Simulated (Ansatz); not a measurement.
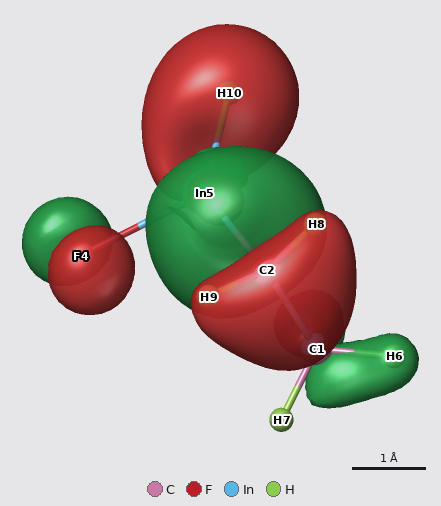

The picture shows: C2H5F2In (SMILES FC[CH2][InH][F]). The HOMO at ±0.1 Å⁻³ᐟ² (green and red are the two phases), seen at an oblique angle.

Geometry: r2SCAN-D4/def2-SVP; core potentials replace the inner electrons of In.

Method: isolated molecule in a Gaussian basis; Kohn-Sham density functional theory, functional PBE0 (Ansatz 0.2.0).

Input file:

```
crystal:
  periodic: [false, false, false]
  atoms:
    - symbol: C
      position_ang: [0.649886, 1.756603, -1.626226]
    - symbol: C
      position_ang: [0.785811, 2.085320, -0.166968]
    - symbol: F
      position_ang: [0.363731, 0.333390, -1.750625]
    - symbol: F
      position_ang: [2.611263, -0.665121, 0.539685]
    - symbol: In
      position_ang: [0.767083, 0.041145, 0.625701]
    - symbol: H
      position_ang: [-0.192194, 2.248889, -2.134569]
    - symbol: H
      position_ang: [1.574502, 1.905631, -2.201777]
    - symbol: H
      position_ang: [-0.046491, 2.684532, 0.228743]
    - symbol: H
      position_ang: [1.742252, 2.566258, 0.082114]
    - symbol: H
      position_ang: [-0.340622, -1.036085, 1.363927]
basis:
  gaussian:
    orbitals: def2-TZVPD
total_charge: 0
hamiltonian:
  xc: pbe0
output:
  forces: true
  orbitals: {seedname: orbitals}
```

Run with:

```sh
ansatz run input.yaml --threads 2 --pin off --max-ram 4350MiB --events-out events.jsonl --progress --plain --runs-dir runs
```

### Where does this orbital lie, and at what energy?

By Hirshfeld shares it lies mainly on C2 (about 35 %), In5 (about 25 %), H10 (about 15 %) and F4 (about 10 %). Its energy is −7.97 eV.
